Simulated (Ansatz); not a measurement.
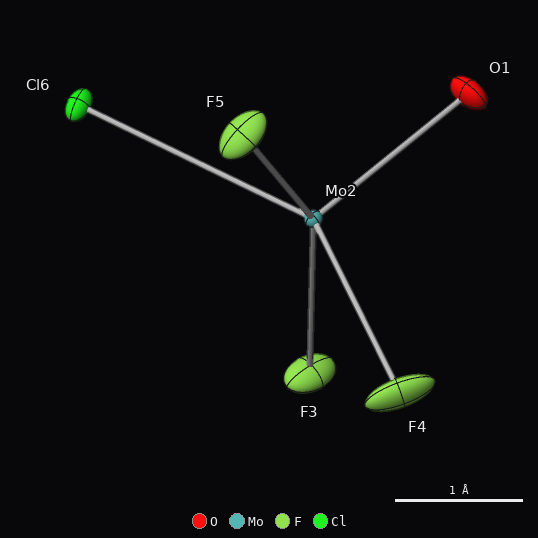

Displacement ellipsoids at the 50 % level, enlarged 2 times, from the internal vibrations of the free molecule (harmonic, no overall translation or rotation; no half-axis is drawn under 0.075 Å). Charge 0, singlet. Vibrations computed with RKS PBE0-D4/def2-TZVP, core potentials on Mo (Ansatz 0.2.0). Temperature: 100 K.

Give the displacement parameters, one line for each set of equivalent atoms.

```tsv
atom	U_eq (Å²)	rms amplitudes (Å)
O1	0.0023	0.033, 0.048, 0.059
Mo2	0.00027	0.016, 0.016, 0.017
F3, F5	0.0033	0.036, 0.052, 0.076
F4	0.0042	0.036, 0.048, 0.095
Cl6	0.0015	0.032, 0.032, 0.049
```
